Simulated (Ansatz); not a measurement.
Consider ClGeH₂ISi.

```xyz
6

Cl   -2.3967   -1.6685    0.9123
Ge    0.3673    0.5283    2.2318
I     1.6933    2.2039    0.7190
Si   -1.0197   -0.1943    0.2667
H    -0.1754   -0.7910   -0.8246
H    -1.8014    0.9501   -0.3158
```

Geometry: BLYP-D3(BJ)/def2-SVP; core potentials replace the inner electrons of I.

The calculation used isolated molecule in a Gaussian basis; Kohn-Sham density functional theory, functional PBE0 (Ansatz).

**What will maps of the electron density and electron localisation function show?**

Si–Cl (2.12 Å): ρ at the midpoint is about 0.8 e/Å³; the ELF peaks at about 0.85 between the atoms: a polar covalent bond.
Si–Ge (2.51 Å): ρ is about 0.53 e/Å³ halfway; the ELF peaks at about 0.95 between the atoms: a shared electron pair.
Ge–I (2.62 Å): ρ at the midpoint is about 0.49 e/Å³; the ELF peaks at about 0.70 in the valence shell of I, 1.2 Å from its nucleus, and is about 0.70 at the midpoint.

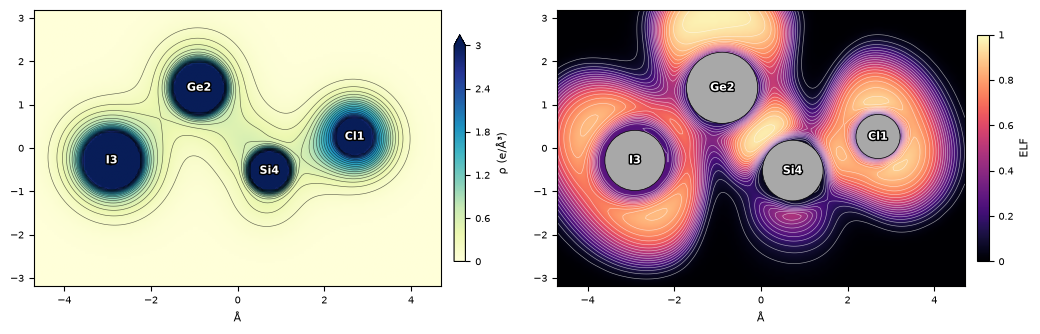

Computed electron density and electron localisation function on the plane of atoms Cl1, Si4 and Ge2, in this order. Grey discs cover the atomic cores in the ELF map. 
